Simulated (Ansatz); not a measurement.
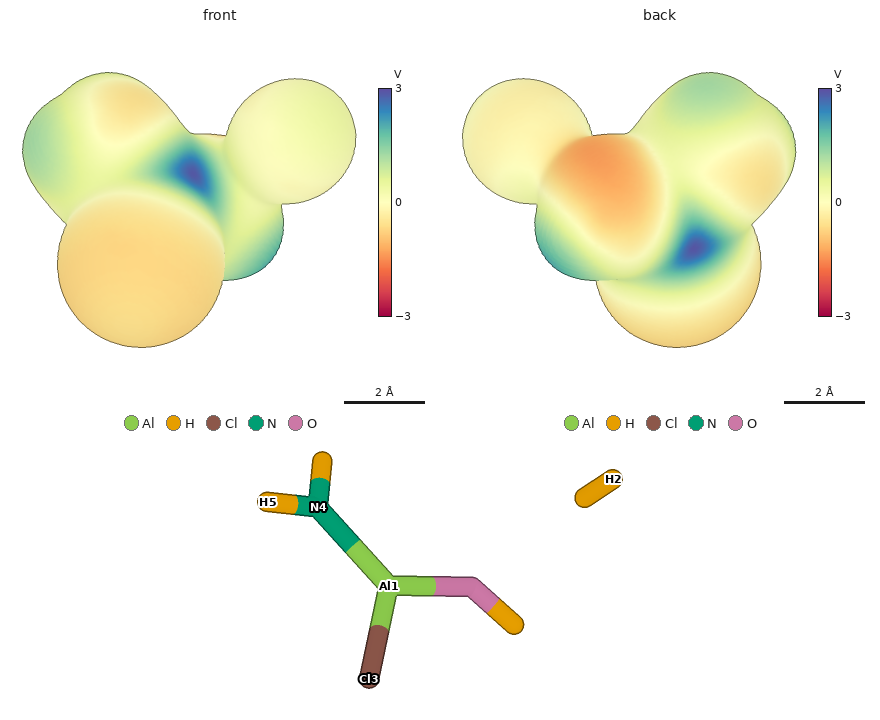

*AlClH$_{3}$NO···H$_{2}$. The electrostatic potential painted on the density surface at 0.001 e/bohr³, seen from the front and from behind; the colour scale runs from red (negative) to blue (positive). The bare structure is drawn below in the same view.*

The calculation used RHF/def2-SVP in Ansatz 0.2.0.

```yaml
atoms:
  - { symbol: Al, position_ang: [-0.0177, 0.6272, -0.6710] }
  - { symbol: H, position_ang: [-0.0824, 0.0060, 3.4884] }
  - { symbol: Cl, position_ang: [1.7318, -0.2968, -1.3933] }
  - { symbol: N, position_ang: [-1.5765, 0.1382, -1.2994] }
  - { symbol: H, position_ang: [-1.7229, -0.5774, -1.9845] }
  - { symbol: H, position_ang: [-2.4518, 0.5351, -1.0163] }
  - { symbol: O, position_ang: [0.0847, 1.8306, 0.4992] }
  - { symbol: H, position_ang: [0.8240, 2.2416, 0.9105] }
  - { symbol: H, position_ang: [-0.1318, 0.4634, 2.8991] }
```

Q: Where is the surface potential most negative and most positive?

A: The most negative region (about −1.3 V, or −30 kcal/mol for a unit charge) lies over O7, the most positive (about +2.7 V, or +62 kcal/mol for a unit charge) over Al1. O7 is the likeliest acceptor of a hydrogen bond.
